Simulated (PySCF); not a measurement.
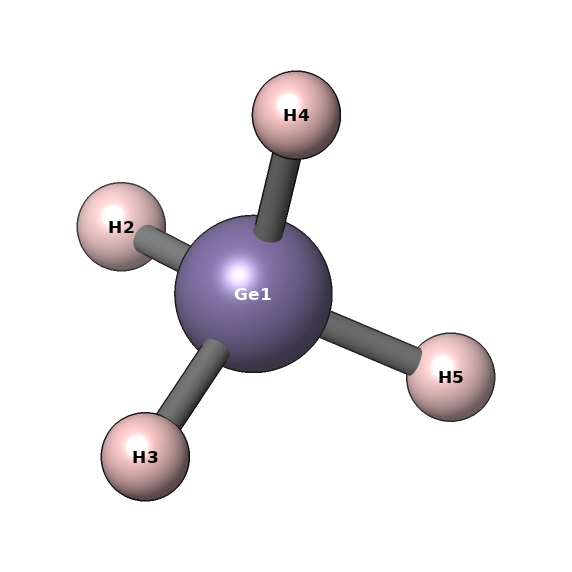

The geometry was computed by an optimisation with PBE0-D3(BJ)/def2-SVP. No frequency run is at hand to confirm it as a minimum. Level of theory: PBE/pcJ-1 (pcSseg-1 on Ge) indirect spin-spin coupling, non-relativistic, gas phase (PySCF 2.14.0). Isotopes: 1H.

Give the spin–spin coupling constants of these pairs, with the number of bonds between them: H2/H4, H2/H5, H2/H3, H3/H4, H3/H5, H4/H5.

```csv
pair,bonds apart,J (Hz)
"H2, H4",2,4.0
"H2, H5",2,4.0
"H2, H3",2,4.0
"H3, H4",2,4.0
"H3, H5",2,4.0
"H4, H5",2,4.0
```
